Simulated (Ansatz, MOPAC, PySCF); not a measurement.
Potential energy curve for AsH, triplet.

- PM6, unrestricted, heats of formation (MOPAC)
- UCCSD = CCSD on UHF/def2-TZVP, 9 core orbitals frozen in PySCF
- UKS-PBE = unrestricted PBE/def2-TZVP (Ansatz, a quantum-chemistry and plane-wave program)

Energies are in kcal/mol, each relative to the lowest point of its own curve near equilibrium.

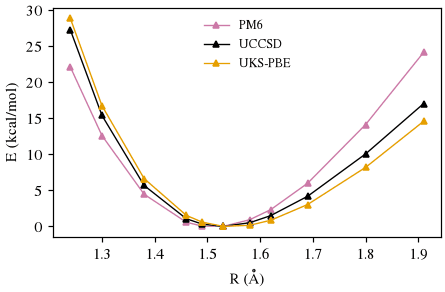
Figure. Energy against bond length for each method.

```tsv
R / Å	PM6	UCCSD	UKS-PBE
1.24	22.1	27.2	28.8
1.30	12.6	15.4	16.7
1.38	4.4	5.7	6.6
1.46	0.6	1.1	1.5
1.49	0.0	0.3	0.6
1.53	0.0	0.0	0.0
1.58	0.9	0.5	0.1
1.62	2.3	1.5	0.8
1.69	6.0	4.2	3.0
1.80	14.1	10.0	8.2
1.91	24.1	17.0	14.6
```

At the longest distance, 1.91 Å, PM6 lies highest above its minimum (24.1 kcal/mol) and UKS-PBE lowest (14.6 kcal/mol).

The scan ran from 1.24 to 6.20 Å; beyond the distances shown one of the unrestricted levels run for this scan, shown here or not, changes its spin distribution in one step.
